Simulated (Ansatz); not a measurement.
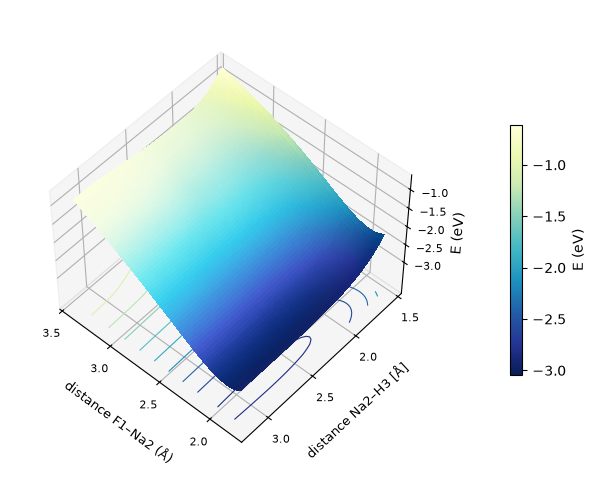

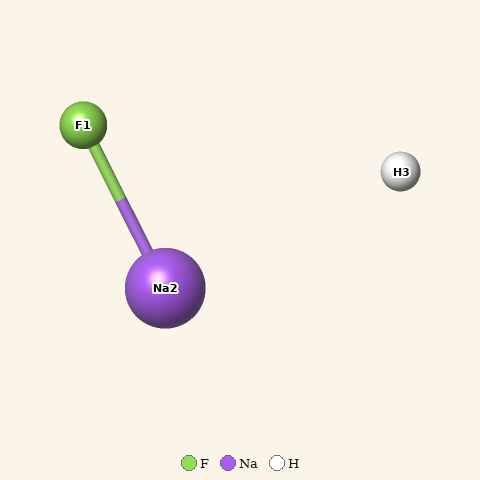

Energy landscape of the system F + NaH, spin multiplicity 2. First axis: distance F1–Na2. Second axis: distance Na2–H3. Nothing is relaxed (the angle F1–Na2–H3 is fixed at 90 degrees). The grid has 16 × 16 points. All energies are given in eV relative to F far from the relaxed NaH (each part in its own basis). Method: UKS PBE0-D4/def2-SVPD in Ansatz 0.2.0.

Drawn: a relief with its contours projected below. Between grid points the surface is interpolated. The second picture is the structure at the lowest point.

### Describe this landscape.

The lowest grid point is at distance F1–Na2 = 1.925 Å, distance Na2–H3 = 2.773 Å, −3.04 eV from F far from the relaxed NaH (each part in its own basis). The highest grid point, distance F1–Na2 = 3.408 Å, distance Na2–H3 = 1.576 Å, lies 2.43 eV above the lowest.

The values on the grid:

| distance Na2–H3 ↓, distance F1–Na2 → | 1.808 | 1.925 | 2.095 | 2.294 | 2.515 | 2.752 | 3.005 | 3.271 |
| --- | --- | --- | --- | --- | --- | --- | --- | --- |
| 3.039 | −2.92 | −3.04 | −2.94 | −2.65 | −2.26 | −1.85 | −1.44 | −1.06 |
| 2.773 | −2.92 | −3.04 | −2.95 | −2.65 | −2.26 | −1.86 | −1.46 | −1.09 |
| 2.520 | −2.92 | −3.04 | −2.94 | −2.65 | −2.26 | −1.86 | −1.48 | −1.16 |
| 2.283 | −2.89 | −3.01 | −2.91 | −2.62 | −2.23 | −1.84 | −1.50 | −1.21 |
| 2.062 | −2.82 | −2.94 | −2.85 | −2.56 | −2.18 | −1.82 | −1.49 | −1.23 |
| 1.863 | −2.69 | −2.81 | −2.71 | −2.43 | −2.07 | −1.72 | −1.42 | −1.17 |
| 1.693 | −2.45 | −2.57 | −2.48 | −2.20 | −1.85 | −1.51 | −1.21 | −0.97 |
| 1.576 | −2.18 | −2.30 | −2.20 | −1.92 | −1.57 | −1.24 | −0.95 | −0.71 |

The table holds every second grid line.

The input of one point:

```yaml
crystal:
  periodic: [false, false, false]
  atoms:
    - { symbol: F, position_ang: [-1.925, 0.0, 0.0] }
    - { symbol: Na, position_ang: [0.0, 0.0, 0.0] }
    - { symbol: H, position_ang: [0.0, 2.773, 0.0] }
magnetization:
  spin_polarized: true
  initial_magnetization: 1
basis:
  gaussian: { orbitals: def2-SVPD }
hamiltonian:
  xc: pbe0
  dispersion: d4
output:
  forces: true
```

Time for the 256 points that were run: 9 min on 1 thread of Arm Neoverse V2, on a shared host.
